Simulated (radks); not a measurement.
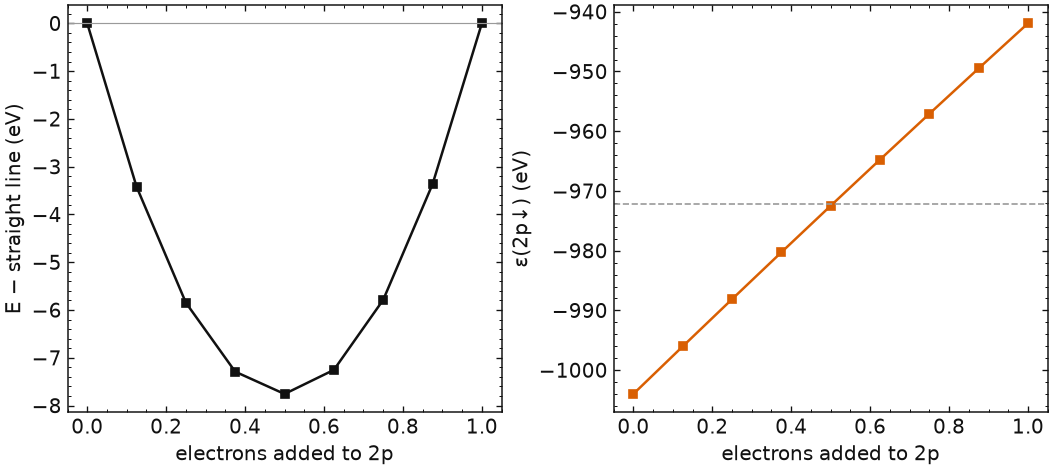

Level of theory: scalar-relativistic Kohn-Sham, LDA (Slater exchange, Perdew-Wang correlation), spin-polarised, spherical densities, point nucleus. Computed with the in-house radial solver radks. The occupation of the 2p shell is varied from Cu³⁺ ([He] 2s2 2p5 3s2 3p6 3d9 (high spin)) to Cu²⁺ ([Ar] 3d9 (high spin)), with spherical fractional occupations. The plot shows the total energy less the straight line between the end points, and the eigenvalue of 2p↓ (the dashed line is minus the energy to take the whole electron out).

Question: Is the energy convex or concave in the occupation, and by how much?

Answer: The curve is convex (below the straight line), with the largest deviation among the points computed, −7.76 eV, at 0.5. The end points differ by 972.2 eV, the energy to take the electron out. The eigenvalue, which is the slope of the energy (Janak's theorem), moves from −1004 eV at 0 to −941.9 eV at 1; for a straight line it would stay constant, and a parabola would sag by an eighth of this change, scaled to a whole electron, 7.76 eV. Convexity is the mark of the delocalisation error, which puts fractional charges too low; for p, d and f shells the spherical spreading of the fraction adds to it. The shell lies under occupied ones, so the straight line is a guide here rather than an exact condition.
